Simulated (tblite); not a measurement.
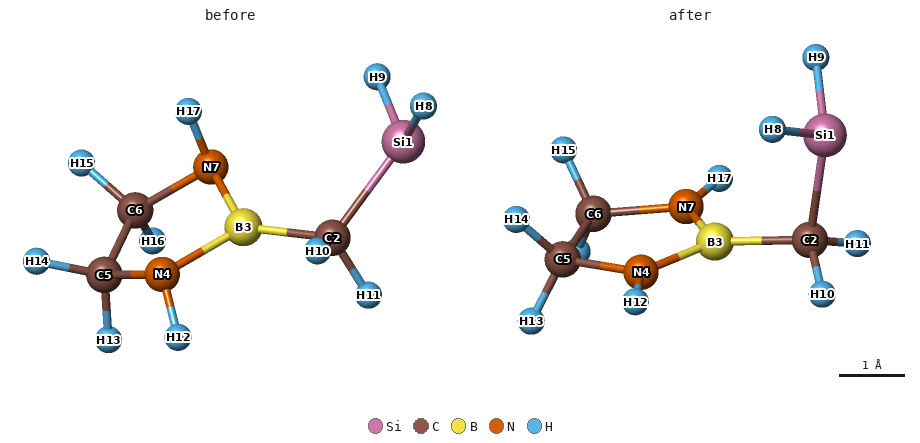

The structure of C₃H₁₀BN₂Si (multiplicity 2) before (left) and after (right) a relaxation, at one scale.

Style: ball-and-stick. Shown at a tilt.

These are results of tblite 0.8.0, GFN2-xTB geometry optimisation, gas phase, not measurements. 

**What changed between the two?**

H17 moves most after the best rigid fit: 2.22 Å. By element the largest moves are H 2.22 Å, Si 0.89 Å, N 0.76 Å, C 0.47 Å, B 0.37 Å. Some distances before and after: B3–N4 1.529 → 1.407 Å, B3–N7 1.515 → 1.407 Å, N7–H17 1.059 → 1.003 Å, Si1–C2 1.851 → 1.897 Å. Among the angles between lasting bonds that change: B3–N7–H17 105.5° → 130.2°, B3–N4–H12 109.6° → 130.2°, C6–N7–H17 107.2° → 117.3°. Groups turn about C2–B3 by about 65°, Si1–C2 by about 55°. The energy falls by 141.1 kJ/mol in 202 geometry steps.
